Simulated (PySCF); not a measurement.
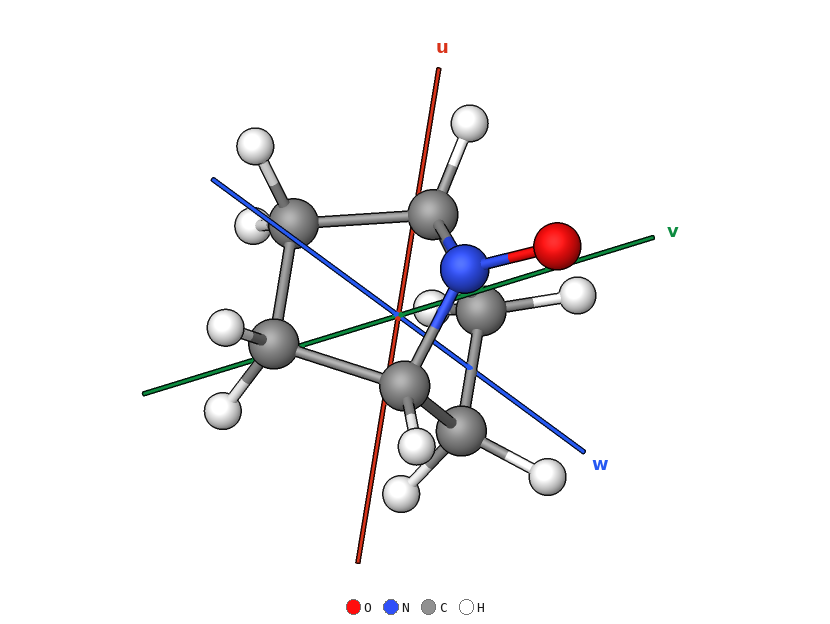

The lines u, v and w are the principal axes of the g tensor. The species is neutral and a spin doublet. The computed structure is the end point of a GFN2-xTB optimisation. No frequency run is at hand to confirm it as a minimum. Level of theory: UKS B3LYP, pcH-1 on C H N O, non-relativistic, mean-field spin-orbit, GIAO (PySCF 2.14.0).

> Along which axis does g lie farthest from the free-electron value?

Along v: the shift is 7413 ppm.

Give the principal values and shifts.

```tsv
axis	g	shift (ppm)
u	2.00582	3505
v	2.00973	7413
w	2.00196	−364
```
